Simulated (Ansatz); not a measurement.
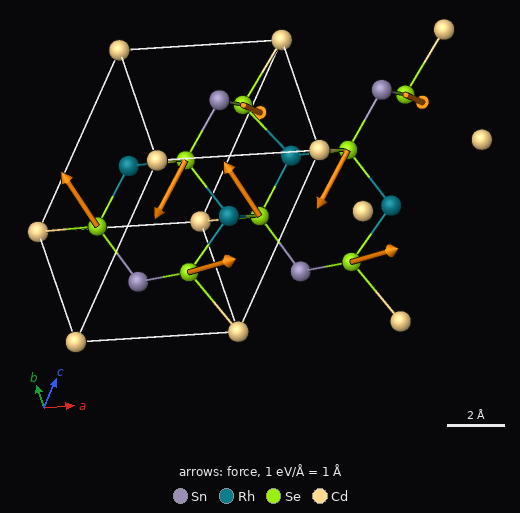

Starting geometry of crystalline CdSnRh2Se4 (a generated structure, set up in I-42m) with the computed forces as orange arrows. A ball-and-stick model of the cell of the calculation, repeated 2 × 1 × 1 with one cell outlined, seen from a free direction.

The start is a swapped structure.

All numbers below come from DFT, PAW plane waves, PBE (Ansatz). Settings: plane-wave cutoff 420 eV; k-point mesh 6 × 6 × 6; occupations fermi dirac; smearing width 0.1 eV; no spin polarisation; atoms relaxed in a fixed cell; force threshold 0.03 eV/Å; at most 80 steps.

Question: Is this structure relaxed? If not, where do the atoms go?

Answer: It isn't relaxed: the largest force vector, on Se atoms, is 2.41 eV/Å. The atoms end up moving mostly along the starting forces (cosine between the two patterns 1.00). After 3 geometry steps the energy has fallen by 127 meV per atom. Largest force component: 1.6 eV/Å at the start, 0.015 eV/Å at the end. The largest moves, 0.26 Å, are those of Se atoms. Cd and Sn and Rh stay in place. The cell stays as it was. Near-neighbour distances that change, for instance: Se–Sn 2.450 → 2.705 Å, Rh–Se 2.481 → 2.397 Å, Cd–Se 2.727 → 2.655 Å. Bond angles that change, for instance: Se–Cd–Se 112.2° → 101.8°, Rh–Se–Rh 114.9° → 121.6°, Se–Rh–Se 115.5° → 121.6°. The space group stays I-42m (No. 121).
